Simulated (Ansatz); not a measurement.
Reaction (SMILES): S (H2S) → H2S+ (doublet, bonded as S) + e-
B3LYP-D3(BJ)/def2-TZVP geometries, fixed; electronic energies without zero-point terms.
Largest species:
```xyz
3

S      0.0018     0.0003     0.1031
H     -0.0075     0.9678    -0.8277
H     -0.0219    -0.9726    -0.8218
```

Basis-set convergence of the adiabatic ionisation energy at B3LYP with Ansatz (a quantum-chemistry and plane-wave program). Cartesian d functions, on some or all atoms, in 6-31G*; all else is spherical. The program fits the integrals of some runs and decomposes those of others, by size. Open shells are unrestricted. No added dispersion term, no relativity. Functions are those of the species that has most. Reference: the value in aug-cc-pV(5+d)Z, 10.426 eV. Deviations are taken from unrounded values.

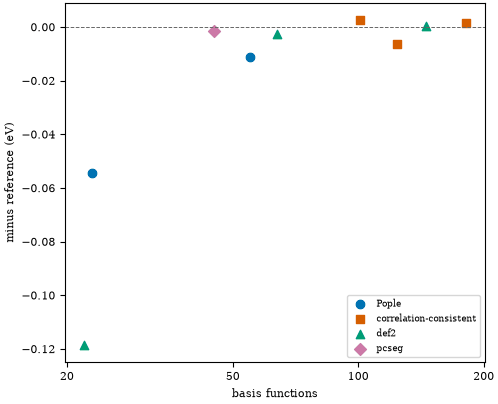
Figure: Deviation from the reference against the number of basis functions, by family of sets.

```json
[
 {"basis": "def2-SV(P)", "functions": "22", "adiabatic ionisation energy (eV)": "10.307", "minus reference (eV)": "-0.119"},
 {"basis": "6-31G*", "functions": "23", "adiabatic ionisation energy (eV)": "10.371", "minus reference (eV)": "-0.055"},
 {"basis": "aug-pcseg-1", "functions": "45", "adiabatic ionisation energy (eV)": "10.424", "minus reference (eV)": "-0.001"},
 {"basis": "6-311++G(2d,2p)", "functions": "55", "adiabatic ionisation energy (eV)": "10.415", "minus reference (eV)": "-0.011"},
 {"basis": "def2-TZVPD", "functions": "64", "adiabatic ionisation energy (eV)": "10.423", "minus reference (eV)": "-0.003"},
 {"basis": "aug-cc-pV(T+d)Z", "functions": "101", "adiabatic ionisation energy (eV)": "10.429", "minus reference (eV)": "0.003"},
 {"basis": "cc-pV(Q+d)Z", "functions": "124", "adiabatic ionisation energy (eV)": "10.419", "minus reference (eV)": "-0.006"},
 {"basis": "def2-QZVPPD", "functions": "145", "adiabatic ionisation energy (eV)": "10.426", "minus reference (eV)": "0.000"},
 {"basis": "aug-cc-pV(Q+d)Z", "functions": "181", "adiabatic ionisation energy (eV)": "10.427", "minus reference (eV)": "0.001"}
]
```
